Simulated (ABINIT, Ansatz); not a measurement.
# CaSnF4 (P4/mmm): Bethe-Salpeter spectra with ABINIT, part 2 of 3

Aim: the absorption spectrum of CaSnF4 (P4/mmm) with electron-hole interaction, and what each part of the kernel does.

ABINIT 10.8.3 and Ansatz 0.2.0; LDA and many-body steps on it, plane waves. Known limits of the many-body steps: not at the basis limit; no spin-orbit coupling; coarse k mesh; bindings not settled in the k mesh.

So far. Step 5 (Excitons): The lowest state lies at 4.613 eV, 1.498 eV under the direct gap. Step 6 (Triplet (no exchange term)): The lowest triplet lies at 4.157 eV; without spin-orbit coupling triplets are dark, so no spectrum is read.

### 7. Beyond Tamm-Dancoff

Level of this step: Bethe-Salpeter equation on LDA with a scissors shift, plane waves, norm-conserving pseudopotentials (ABINIT).

The input, run.abi:

```
acell 3*1.0 Angstrom
rprim 
  4.004548000000 0.000000000000 0.000000000000
  0.000000000000 4.004548000000 0.000000000000
  0.000000000000 0.000000000000 5.780467000000
ntypat 3
znucl 20 50 9
natom 6
typat 1 2 3 3 3 3
xred 
  0.000000000000 0.000000000000 0.500000000000
  0.500000000000 0.500000000000 0.000000000000
  0.500000000000 0.000000000000 0.265738000000
  0.500000000000 0.000000000000 0.734262000000
  0.000000000000 0.500000000000 0.734262000000
  0.000000000000 0.500000000000 0.265738000000
pp_dirpath "pseudos"
pseudos "Ca.upf, Sn.upf, F.upf"
ecut 38
ngkpt 2 2 2
nshiftk 1
shiftk 0 0 0
kptopt 1
chksymbreak 0
istwfk *1
occopt 1
irdwfk 1
optdriver 99
bs_calctype 1
mbpt_sciss 2.262 eV
bs_loband 24
nband 34
bs_exchange_term 1
bs_coulomb_term 11
bs_coupling 1
bs_algorithm 1
bs_freq_mesh 0 10 0.1 eV
zcut 0.15 eV
ecuteps 3.6
ecutwfn 19
inclvkb 2
irdscr 1
indata_prefix "in"
outdata_prefix "out"
tmpdata_prefix "tmp"
```

The run is started by

```bash
> OMP_NUM_THREADS=1 mpirun -n 4 abinit run.abi > log
```

Numbers of over 12 decimals in the logs are rounded to 6 here.

Log:

```text
.Version 10.8.3 of ABINIT. v10.8.2 released Aug 2026.

 Symmetries : space group P4/m m m (#123); Bravais tP (primitive tetrag.)
[... echo of the input left out ...]
== DATASET  1 ==================================================================
-   mpi_nproc: 4, omp_nthreads: 1 (-1 if OMP is not activated)

--- !DatasetInfo
iteration_state: {dtset: 1, }
dimensions: {natom: 6, nkpt: 6, mband: 34, nsppol: 1, nspinor: 1, nspden: 1, mpw: 2518, }
cutoff_energies: {ecut:  19.0, pawecutdg:  -1.0, }
electrons: {nelect:   6.00000000E+01, charge:   0.00000000E+00, occopt:   1.00000000E+00, tsmear:   1.00000000E-02, }

 Exciton: Calculation of dielectric properties by solving the Bethe-Salpeter equation
 in frequency domain and reciprocal space on a transitions basis set.
 Based on a program developed by L. Reining, V. Olevano, F. Sottile,
 S. Albrecht, and G. Onida. Incorporated in ABINIT by M. Giantomassi.

.Using double precision arithmetic ; gwpc =  8

[... cell and pseudopotentials left out ...]
--------------------------------------------------------------------------------

 ==== K-mesh for the wavefunctions ====
 Number of points in the irreducible wedge :     6
[... list of points left out ...]
 Together with 16 symmetry operations and time-reversal symmetry
 yields     8 points in the full Brillouin Zone.

 ==== Q-mesh for the screening function ====
 Number of points in the irreducible wedge :     6
[... list of points left out ...]
 Together with 16 symmetry operations and time-reversal symmetry
 yields     8 points in the full Brillouin Zone.

 vcoul_init : cutoff-mode = AUXILIARY_FUNCTION
 q-points for optical limit:   1
     1)      0.000010    0.000020    0.000030
 setmesh: FFT mesh size selected  =    24x   24x   32
[...]
q = (  0.000000  0.000000  1.738529) [r.l.u.]
 q = (  1.204405  0.000000  0.000000) [r.l.u.]
 q = (  0.000000  1.204405  0.000000) [r.l.u.]
 q = (  0.000000  0.000000  1.738529) [r.l.u.]
 Number of electrons calculated from density =   59.8407; Expected =   60.0000
 average of density, n =  0.095660
 r_s =    1.3564
 omega_plasma =   29.8346 [eV]

. Writing resonant excitonic Hamiltonian on file out_BSR; file size=   0.00 [Gb].
. Writing coupling excitonic Hamiltonian on file out_BSC; file size=   0.00 [Gb].
. Direct diagonalization of the full excitonic Hamiltonian, Matrix size= 448
. Using LAPACK sequential version to solve FHv = ev with H positive definite.
 First excitonic eigenvalue:    4.61 [eV].
 Last  excitonic eigenvalue:   11.55 [eV].

 GW  direct gap       6.11  0.00 [eV]
 EXC direct gap       4.61  0.00 [eV]
 EXC binding energy   1.50  0.00 [eV]

 Excitonic eigenvalues up to the GW energy gap [eV]
225 (  4.61  0.00)
226 (  4.61  0.00)
227 (  5.24  0.00)
228 (  5.49  0.00)
229 (  5.49  0.00)
230 (  5.57  0.00)
231 (  5.57  0.00)

 Macroscopic dielectric function:
 omega [eV] <KS_RPA_nlf>  <GW_RPA_nlf>  <BSE>
   0.0000   2.6134   0.0000   2.1389   0.0000   2.2987  -0.0000
   0.1000   2.6140   0.0018   2.1391   0.0006   2.2991   0.0012
   0.2000   2.6158   0.0037   2.1397   0.0012   2.3003   0.0023
[...]
0.8000   2.6535   0.0156   2.1515   0.0048   2.3242   0.0098
   0.9000   2.6646   0.0178   2.1548   0.0054   2.3312   0.0112

 Writing KS-RPA macroscopic dielectric function without local fields to file: out_RPA_NLF_MDF
 Writing GW-RPA macroscopic dielectric function without local fields to file: out_GW_NLF_MDF
 Writing EXC Macroscopic dielectric function to file: out_EXC_MDF

== END DATASET(S) ==============================================================
================================================================================

 -outvars: echo values of variables after computation  --------
           etotal      0.0000000000E+00
            nband          34
             nkpt           6
          spgroup         123
 [... the other variables as echoed above ...]

 Calculation completed.
```

Elapsed: 7.4 s, on 4 MPI ranks of Intel Xeon Platinum 8488C (Sapphire Rapids), shared host; peak memory 0.43 GiB.

Numbers from this step:

- direct gap of the transition levels: 6.111 eV
- transitions in the window: 224
- lowest state: 4.61 eV
- binding of the lowest state below the direct gap: 1.501 eV
- Coulomb term of one mesh cell: 1.478 eV

The binding is 1.0 times the screened Coulomb term of one mesh cell (1.48 eV), so it is not shown settled.

The lowest state lies at 4.610 eV, 1.501 eV under the direct gap.

The ε₂ has structure finer than the step of the table below, so its rows give means over 0.5 eV, whole bins alone (the curve runs from 0 to 10 eV). Peaks (eV: height): BSE 4.60: 7.09, 5.50: 2.59, 7.40: 3.92, 9.40: 1.58; no electron-hole interaction 6.40: 4.54, 6.90: 3.10, 8.30: 3.43, 9.20: 5.66; Kohn-Sham, no shift 4.10: 4.59, 4.80: 3.08, 6.00: 3.37, 6.90: 5.62, 8.90: 2.04.

Mean over the three Cartesian directions of q; broadening 0.15 eV; transition window only. Limits: finite bands, cutoff and mesh; no spin-orbit coupling; coarse k mesh; exciton not shown settled in the k mesh. Table of ε₂ by photon energy; means over each step:

```tsv
photon energy (eV)	BSE	no electron-hole interaction	Kohn-Sham, no shift
0.5	0.00600	0.00294	0.00945
1.0	0.0127	0.00606	0.0204
1.5	0.0211	0.00957	0.0350
2.0	0.0327	0.0138	0.0577
2.5	0.0513	0.0190	0.101
3.0	0.0861	0.0261	0.217
3.5	0.171	0.0362	0.998
4.0	0.549	0.0523	3.76
4.5	4.05	0.0810	2.63
5.0	2.21	0.145	1.91
5.5	2.10	0.381	1.82
6.0	0.668	2.43	3.02
6.5	1.59	3.26	3.19
7.0	3.31	2.70	4.14
7.5	3.02	1.49	1.08
8.0	1.36	2.40	0.937
8.5	1.34	2.87	0.967
9.0	0.840	4.41	1.51
9.5	1.30	2.31	0.987
```

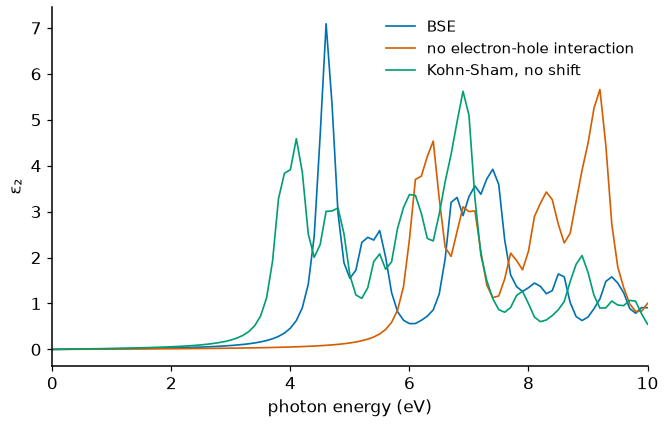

ε₂ against photon energy.

### 8. Dielectric constant by perturbation theory

This step: Ansatz 0.2.0; DFT, LDA, linear response to an electric field, plane waves, PAW.

ε∞ sets how strongly the crystal screens. Perturbation theory gives it with local fields and without a sum over empty bands.

The input, input.yaml:

```yaml
crystal:
  lattice:
    - [4.004548, 0.0, 0.0]
    - [0.0, 4.004548, 0.0]
    - [0.0, 0.0, 5.780467]
  atoms:
    - { symbol: Ca, position: [0.0, 0.0, 0.5] }
    - { symbol: Sn, position: [0.5, 0.5, 0.0] }
    - { symbol: F, position: [0.5, 0.0, 0.265738] }
    - { symbol: F, position: [0.5, 0.0, 0.734262] }
    - { symbol: F, position: [0.0, 0.5, 0.734262] }
    - { symbol: F, position: [0.0, 0.5, 0.265738] }
kpoints:
  mp_grid: { grid: [6, 6, 4] }
hamiltonian:
  xc: lda
scf:
  occupations: { method: fixed }
dielectric: {}
```

The run is started by

```bash
> ansatz run input.yaml --threads 4 --pin off --max-ram 7372MiB --backend cpu --events-out ev --progress --plain --runs-dir out
```

Log:

```text
Engine: ansatz 0.2.0, x86_64-unknown-linux-gnu
Pseudopotentials: kind: paw
Pseudopotential: Ca, paw, valence charge 10, recommended cutoff 420 eV (normal), Ca.paw.azcp
Pseudopotential: Sn, paw, valence charge 14, recommended cutoff 420 eV (normal), Sn.paw.azcp
Pseudopotential: F, paw, valence charge 7, recommended cutoff 420 eV (normal), F.paw.azcp
Functional definition: SPW92
  exchange = slater_x
  correlation = pw_c
[...]
site 2:
[...]
site 3:
[...]
site 4:
[...]
-0.00000    0.00000   -1.44663
    site 5:
        -1.84266   -0.00000    0.00000
         0.00000   -1.01031    0.00000
         0.00000    0.00000   -1.44663
  Z* charge neutrality: 1.376e-3 e pre-enforcement
  solved inside a basis spanned on kpoints, on 6×6×4 k-points, its susceptibility summed on 10×10×8: ε∞ is read to err by 6.8e-3, Z* by 1.5e-2 e (field_mesh: kpoints solves on kpoints); Z* is corrected for what the basis lacks
[key lines of the parts left out:]
SCF converged after 9 iterations
Free energy (F): -10834.373075 eV
Fermi energy:    4.837559 eV
```

Elapsed: 19 s, on 4 threads; peak memory 1.1 GiB; 69 s of CPU time.

The field response gives a mean ε∞ of 3.06, which the model screening below takes as its input.

### 9. Model screening

This step: ABINIT 10.8.3; Bethe-Salpeter equation on LDA with a scissors shift, plane waves, norm-conserving pseudopotentials.

Edit run.abi of step 7 so:

```diff
@@ -30,9 +30,9 @@
 mbpt_sciss 2.262 eV
-bs_loband 24
-nband 34
+bs_loband 19
+nband 39
 bs_exchange_term 1
-bs_coulomb_term 11
-bs_coupling 1
-bs_algorithm 1
-bs_freq_mesh 0 10 0.1 eV
+bs_coulomb_term 21
+bs_coupling 0
+bs_algorithm 2
+bs_freq_mesh 0 12 0.1 eV
 zcut 0.15 eV
@@ -41,3 +41,6 @@
 inclvkb 2
-irdscr 1
+mdf_epsinf 3.06
+irdden 1
+bs_haydock_niter 300
+bs_haydock_tol -0.02 0
 indata_prefix "in"
```

The run is started by

```bash
> OMP_NUM_THREADS=1 mpirun -n 4 abinit run.abi > log
```

Log:

```text
.Version 10.8.3 of ABINIT. v10.8.2 released Aug 2026.

 Symmetries : space group P4/m m m (#123); Bravais tP (primitive tetrag.)
[... echo of the input left out ...]
== DATASET  1 ==================================================================
-   mpi_nproc: 4, omp_nthreads: 1 (-1 if OMP is not activated)

--- !DatasetInfo
iteration_state: {dtset: 1, }
dimensions: {natom: 6, nkpt: 6, mband: 39, nsppol: 1, nspinor: 1, nspden: 1, mpw: 2518, }
cutoff_energies: {ecut:  19.0, pawecutdg:  -1.0, }
[...]
0.1000   3.0134   0.0020   2.4639   0.0006   2.7901   0.0013
   0.2000   3.0154   0.0039   2.4645   0.0013   2.7914   0.0026
[...]
0.8000   3.0557   0.0166   2.4776   0.0053   2.8176   0.0107
   0.9000   3.0675   0.0190   2.4814   0.0060   2.8252   0.0122

== END DATASET(S) ==============================================================
================================================================================

 -outvars: echo values of variables after computation  --------
           etotal      0.0000000000E+00
            nband          39
             nkpt           6
          spgroup         123
 [... the other variables as echoed above ...]

 Calculation completed.
```

Elapsed: 23 s, on 4 MPI ranks; peak memory 0.48 GiB.

Numbers from this step:

```yaml
direct_gap_of_the_transition_levels: 6.111 eV
transitions_in_the_window: 864
coulomb_term_of_one_mesh_cell: 1.478 eV
```

The ε₂ has structure finer than the step of the table below, so its rows give means over 1 eV, whole bins alone (the curve runs from 0 to 11.9 eV). Peaks (eV: height): BSE 4.7: 6.14, 5.6: 3.31, 6.9: 4.32, 7.5: 6.17, 9.4: 2.77, 10.4: 3.74; no electron-hole interaction 6.4: 4.54, 6.9: 3.12, 8.3: 3.46, 9.2: 5.95, 11.2: 2.27; Kohn-Sham, no shift 4.1: 4.60, 4.8: 3.09, 6.0: 3.40, 6.9: 5.86, 8.9: 2.31, 9.8: 2.98.

Mean over the three Cartesian directions of q; broadening 0.15 eV; transition window only. Limits: finite bands, cutoff and mesh; no spin-orbit coupling; coarse k mesh; exciton not shown settled in the k mesh. ε₂ against photon energy; means over each step:

```tsv
photon energy (eV)	BSE	no electron-hole interaction	Kohn-Sham, no shift
1	0.0140	0.00679	0.0221
2	0.0349	0.0153	0.0629
3	0.0861	0.0288	0.267
4	0.513	0.0572	2.86
5	3.40	0.166	2.11
6	1.47	2.37	2.67
7	3.40	2.29	3.83
8	3.06	2.44	1.36
9	2.02	3.93	1.72
10	2.48	1.65	2.37
11	2.13	1.59	1.68
```

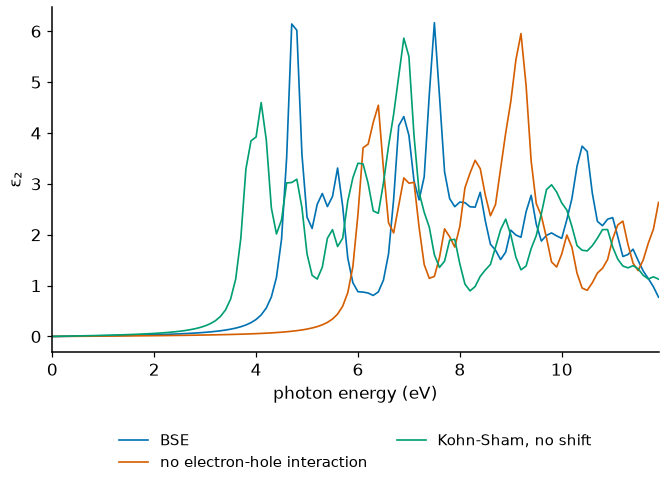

ε₂, plotted against photon energy.

### 10. Empty states on the mesh, 4×4×2 mesh, 48 bands

This step: DFT, LDA, plane waves, norm-conserving pseudopotentials.

Edit run.abi of step 9 so:

```diff
@@ -19,28 +19,15 @@
 ecut 38
-ngkpt 2 2 2
+ngkpt 4 4 2
 nshiftk 1
-shiftk 0 0 0
-kptopt 1
+shiftk 0.11 0.21 0.31
+kptopt 3
 chksymbreak 0
+iscf -2
+irdden 1
 istwfk *1
-occopt 1
-irdwfk 1
-optdriver 99
-bs_calctype 1
-mbpt_sciss 2.262 eV
-bs_loband 19
-nband 39
-bs_exchange_term 1
-bs_coulomb_term 21
-bs_coupling 0
-bs_algorithm 2
-bs_freq_mesh 0 12 0.1 eV
-zcut 0.15 eV
-ecuteps 3.6
-ecutwfn 19
-inclvkb 2
-mdf_epsinf 3.06
-irdden 1
-bs_haydock_niter 300
-bs_haydock_tol -0.02 0
+nband 48
+nbdbuf 4
+tolwfr 1e-09
+nstep 60
+prtvol 0
 indata_prefix "in"
```

Log:

```text
.Version 10.8.3 of ABINIT. v10.8.2 released Aug 2026.

 Symmetries : space group P4/m m m (#123); Bravais tP (primitive tetrag.)
[... echo of the input left out ...]
== DATASET  1 ==================================================================
-   mpi_nproc: 4, omp_nthreads: 1 (-1 if OMP is not activated)

--- !DatasetInfo
iteration_state: {dtset: 1, }
dimensions: {natom: 6, nkpt: 32, mband: 48, nsppol: 1, nspinor: 1, nspden: 1, mpw: 7020, }
cutoff_energies: {ecut:  38.0, pawecutdg:  -1.0, }
[...]
0.32963    0.33462    0.36558    0.38783    0.39590    0.41637    0.41690    0.44493
   0.53578    0.60838    0.62291    0.62691    0.66780    0.69711    0.71678    0.74893
 prteigrs : prtvol=0 or 1, do not print more k-points.

== END DATASET(S) ==============================================================
================================================================================

 -outvars: echo values of variables after computation  --------
            nband          48
             nkpt          32
          spgroup         123
 [... the other variables as echoed above ...]

 Calculation completed.
```

The job ended after 58 s (4 MPI ranks; peak memory 0.49 GiB; 3.9 min of CPU time).

This step gave:

| Quantity | Value |
| --- | --- |
| gap | 3.720 eV |
| k of the valence top | -0.4725, 0.0525, -0.345 |
| k of the conduction bottom | 0.0275, 0.0525, -0.345 |
| least direct gap | 3.942 eV |
| k points computed | 32 |
| lowest point of the top converged band, above the valence top | 13.62 eV |

On this mesh the gap is 3.720 eV.

### 11. Denser, shifted k mesh (4×4×2)

This step: Bethe-Salpeter equation on LDA with a scissors shift, plane waves, norm-conserving pseudopotentials.

Edit run.abi of step 10 so:

```diff
@@ -24,10 +24,23 @@
 chksymbreak 0
-iscf -2
+istwfk *1
+occopt 1
+irdwfk 1
+optdriver 99
+bs_calctype 1
+mbpt_sciss 2.262 eV
+bs_loband 19
+nband 39
+bs_exchange_term 1
+bs_coulomb_term 21
+bs_coupling 0
+bs_algorithm 2
+bs_freq_mesh 0 12 0.1 eV
+zcut 0.15 eV
+ecuteps 3
+ecutwfn 19
+inclvkb 2
+mdf_epsinf 3.06
 irdden 1
-istwfk *1
-nband 48
-nbdbuf 4
-tolwfr 1e-09
-nstep 60
-prtvol 0
+bs_haydock_niter 300
+bs_haydock_tol -0.02 0
 indata_prefix "in"
```

Log:

```text
.Version 10.8.3 of ABINIT. v10.8.2 released Aug 2026.

 Symmetries : space group P4/m m m (#123); Bravais tP (primitive tetrag.)
[... echo of the input left out ...]
== DATASET  1 ==================================================================
-   mpi_nproc: 4, omp_nthreads: 1 (-1 if OMP is not activated)

--- !DatasetInfo
iteration_state: {dtset: 1, }
dimensions: {natom: 6, nkpt: 32, mband: 39, nsppol: 1, nspinor: 1, nspden: 1, mpw: 2504, }
cutoff_energies: {ecut:  19.0, pawecutdg:  -1.0, }
[...]
0.1000   2.8067   0.0015   2.3376   0.0005   2.6290   0.0010
   0.2000   2.8082   0.0030   2.3381   0.0011   2.6301   0.0020
[...]
0.8000   2.8386   0.0125   2.3490   0.0044   2.6507   0.0084
   0.9000   2.8475   0.0143   2.3521   0.0050   2.6566   0.0095

== END DATASET(S) ==============================================================
================================================================================

 -outvars: echo values of variables after computation  --------
           etotal      0.0000000000E+00
            nband          39
             nkpt          32
          spgroup         123
 [... the other variables as echoed above ...]

 Calculation completed.
```

Wall time 5.3 min (4 MPI ranks); peak memory 1.2 GiB; 21 min of CPU time.

This step gave:

```
direct gap of the transition levels : 6.203 eV
transitions in the window           : 3456
Coulomb term of one mesh cell       : 0.9308 eV
```

### 12. Empty states on the mesh, 4×4×4 mesh, 48 bands

This step: DFT, LDA, plane waves, norm-conserving pseudopotentials.

Edit run.abi of step 11 so:

```diff
@@ -19,3 +19,3 @@
 ecut 38
-ngkpt 4 4 2
+ngkpt 4 4 4
 nshiftk 1
@@ -24,23 +24,10 @@
 chksymbreak 0
+iscf -2
+irdden 1
 istwfk *1
-occopt 1
-irdwfk 1
-optdriver 99
-bs_calctype 1
-mbpt_sciss 2.262 eV
-bs_loband 19
-nband 39
-bs_exchange_term 1
-bs_coulomb_term 21
-bs_coupling 0
-bs_algorithm 2
-bs_freq_mesh 0 12 0.1 eV
-zcut 0.15 eV
-ecuteps 3
-ecutwfn 19
-inclvkb 2
-mdf_epsinf 3.06
-irdden 1
-bs_haydock_niter 300
-bs_haydock_tol -0.02 0
+nband 48
+nbdbuf 4
+tolwfr 1e-09
+nstep 60
+prtvol 0
 indata_prefix "in"
```

Log:

```text
.Version 10.8.3 of ABINIT. v10.8.2 released Aug 2026.

 Symmetries : space group P4/m m m (#123); Bravais tP (primitive tetrag.)
[... echo of the input left out ...]
== DATASET  1 ==================================================================
-   mpi_nproc: 4, omp_nthreads: 1 (-1 if OMP is not activated)

--- !DatasetInfo
iteration_state: {dtset: 1, }
dimensions: {natom: 6, nkpt: 64, mband: 48, nsppol: 1, nspinor: 1, nspden: 1, mpw: 7016, }
cutoff_energies: {ecut:  38.0, pawecutdg:  -1.0, }
[...]
0.32932    0.33312    0.36555    0.37879    0.39500    0.41623    0.41680    0.44846
   0.53694    0.60739    0.62225    0.62711    0.67027    0.70608    0.71800    0.74737
 prteigrs : prtvol=0 or 1, do not print more k-points.

== END DATASET(S) ==============================================================
================================================================================

 -outvars: echo values of variables after computation  --------
            nband          48
             nkpt          64
          spgroup         123
 [... the other variables as echoed above ...]

 Calculation completed.
```

Run time: 2 min. Hardware: 4 MPI ranks; peak memory 0.66 GiB.

This step gave:

- gap: 3.531 eV
- k of the valence top: -0.4725, 0.0525, -0.4225
- k of the conduction bottom: 0.0275, 0.0525, -0.4225
- least direct gap: 3.903 eV
- k points computed: 64
- lowest point of the top converged band, above the valence top: 13.26 eV

On this mesh the gap is 3.531 eV.

[end of part 2 of 3]

[Paths, hosts, dates, memory and timing lines, banners, echoed tables and standing remarks are left out of the program output.]

[Logs are printed without paths, hosts, clocks, repeated set-up lines and the standing remarks that a program may print on its own settings, such as how far it seeks lower states.]

[Runs of the session that timed out or met a known fault of the program may be left out.]

[Hosts, paths, dates, database ids (printed as entryN), source tags and the programs' standing remarks are cut or masked in the printed files.]

[G0W0 gaps are taken among the corrected bands and points alone; a level outside them can change the order at an edge.]

[Where Ansatz stands beside ABINIT at settings called matched, ABINIT's density can come from a denser mesh and the files from another edition; pairs whose starting gaps differed by over 0.03 eV were left out, so agreement reads better than it is.]
